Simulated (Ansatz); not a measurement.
## Run report: WH₄Cl₂F, frequency calculation

The run: frequency calculation of WH₄Cl₂F, multiplicity 2. Method and program: UHF/def2-SVP (Ansatz 0.2.0).

It belongs to a series of runs on one base structure; here: vibrations at the highest image of the band. Figures and captions count atoms from 1; the log counts them from 0 in places.

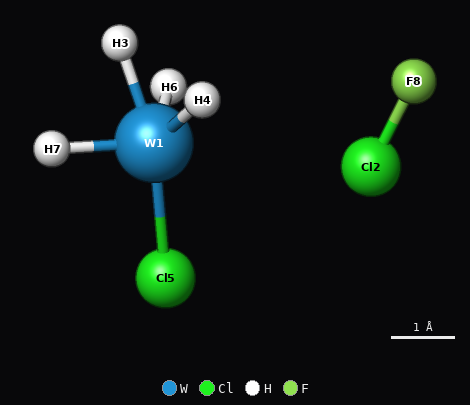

**Figure 1.** The structure (ball-and-stick view, seen at a tilt; atoms are numbered from 1 in the order of the input). Sticks mark near contacts.

Input file:
```yaml
crystal:
  periodic: [false, false, false]
  atoms:
    - { symbol: W, position_ang: [-0.174201, 0.086139, -0.185395] }
    - { symbol: Cl, position_ang: [-0.943459, -0.047769, 3.279301] }
    - { symbol: H, position_ang: [1.451748, -0.15586, -0.592307] }
    - { symbol: H, position_ang: [0.766694, 1.33139, 0.487624] }
    - { symbol: Cl, position_ang: [-2.502432, -0.306709, -0.098506] }
    - { symbol: H, position_ang: [0.3348, -1.434266, 0.292814] }
    - { symbol: H, position_ang: [-0.057918, 0.282073, -1.847115] }
    - { symbol: F, position_ang: [0.454768, 0.245003, 4.023584] }
magnetization:
  spin_polarized: true
  initial_magnetization: 1
basis:
  gaussian: { orbitals: def2-SVP }
hamiltonian:
  xc: hf
phonons: {}
```

Hardware: 2 threads of Arm Neoverse V2, 24 GiB of memory available, shared host.

Launch command:
```bash
ansatz run input.yaml --threads 2 --pin off --max-ram 3072MiB --backend cpu --events-out ev --progress --plain --runs-dir out
```

Output:
```
Engine: ansatz 0.2.0, aarch64-unknown-linux-gnu
Functional definition: HF
  exchange = exact_x
  correlation = 0
1058 factors; integrals over basis functions are off by at most 2.6e-4 eV
mean field evaluation 1: about -29564.8430 eV, gradient 2.3e1 eV
mean field evaluation 2: about -29564.8504 eV, gradient 2.3e1 eV
mean field evaluation 4: about -29567.5732 eV, gradient 2.8e0 eV
mean field evaluation 8: about -29567.6552 eV, gradient 2.2e-1 eV
mean field evaluation 16: about -29567.6614 eV, gradient 1.2e-5 eV
mean field evaluation 32: about -29567.4338 eV, gradient 4.2e0 eV
mean field evaluation 64: about -29567.3502 eV, gradient 8.8e-1 eV
mean field evaluation 96: about -29567.6602 eV, gradient 3.9e-2 eV
mean field evaluation 128: about -29564.3398 eV, gradient 3.1e-1 eV
mean field -29567.66136709 eV, -1086.5915135597 hartree, gradient 1.2e-5 eV, S^2 0.772719; 5 other end points of the search recorded, 0 dependent functions left out
the calculation of the forces begins
reference -29567.66136709 eV, -1086.5915135597 hartree; 31, 30 occupied and 71, 72 virtual orbitals, 1058 factors
these checks for a lower state are left out or cut short: stability, starts, cluster_reference, orbital_swaps, neighbouring_geometries, increment
1058 factors; integrals over basis functions are off by at most 2.6e-4 eV
mean field -29567.66124562 eV, -1086.5915090961 hartree, gradient 2.4e-6 eV, S^2 0.772567; 0 other end points of the search recorded, 0 dependent functions left out
[... from here on the field's lines of each further geometry are left out, up to the last ...]
the calculation of the forces begins
reference -29567.66134079 eV, -1086.5915125934 hartree; 31, 30 occupied and 71, 72 virtual orbitals, 1058 factors
these checks for a lower state are left out or cut short: stability, starts, cluster_reference, orbital_swaps, neighbouring_geometries, increment
1058 factors; integrals over basis functions are off by at most 2.6e-4 eV
mean field -29567.66134398 eV, -1086.5915127106 hartree, gradient 2.4e-6 eV, S^2 0.772718; 0 other end points of the search recorded, 0 dependent functions left out
the calculation of the forces begins
reference -29567.66134398 eV, -1086.5915127106 hartree; 31, 30 occupied and 71, 72 virtual orbitals, 1058 factors
WARN: phonons: modes at or below zero, which the zero-point energy, F, S and C_V leave out: 1, the lowest at -550.88 cm⁻¹. A minimum has none, and a first-order saddle one
Total energy: -29567.66136709 eV, -1086.5915135597 hartree
Atom 0 at    -0.174201     0.086139    -0.185395 Å, force    -0.000155     0.005336    -0.005991 eV/Å
Atom 1 at    -0.943459    -0.047769     3.279301 Å, force    -0.000487    -0.000109     0.000677 eV/Å
Atom 2 at     1.451748    -0.155860    -0.592307 Å, force    -0.000473    -0.002733     0.002211 eV/Å
Atom 3 at     0.766694     1.331390     0.487624 Å, force     0.000542    -0.000439     0.002929 eV/Å
Atom 4 at    -2.502432    -0.306709    -0.098506 Å, force     0.000107    -0.001397     0.000943 eV/Å
Atom 5 at     0.334800    -1.434266     0.292814 Å, force     0.001498    -0.000931    -0.000087 eV/Å
Atom 6 at    -0.057918     0.282073    -1.847115 Å, force    -0.001351    -0.000281    -0.000045 eV/Å
Atom 7 at     0.454768     0.245003     4.023584 Å, force     0.000319     0.000555    -0.000637 eV/Å
Dipole moment:    -0.164235     0.137307     0.163455 e Å
Vibrations: -550.88 17.45 33.99 35.54 83.08 157.85 266.14 352.82 409.46 540.35 643.02 807.95 877.58 884.64 2090.86 2124.73 2182.17 2199.52 cm⁻¹, zero-point energy 0.849735 eV
```

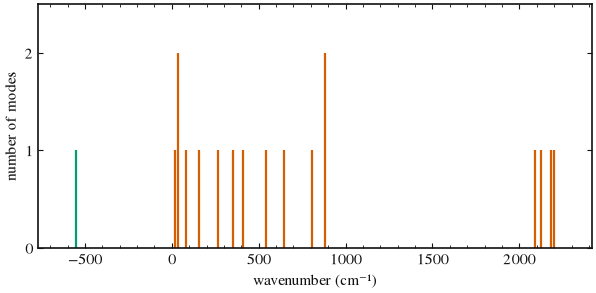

**Figure 2.** Harmonic vibrational wavenumbers from the force constants; neighbouring modes closer than 13 cm⁻¹ are counted in one stick, and imaginary ones are drawn at negative wavenumbers. 18 modes from 551i to 2200 cm⁻¹, 1 imaginary beyond 8i (551i cm⁻¹): a first-order saddle point, if the geometry is stationary.

Key numbers:

- outcome: converged
- total energy: −29567.6614 eV
- mean-field energy: −29567.6614 eV
- ⟨S²⟩: 0.773
- largest force (length of the vector): 0.008 eV/Å
- wall time: 74 s (CPU time 2.4 min)
- peak memory: 0.29 GiB
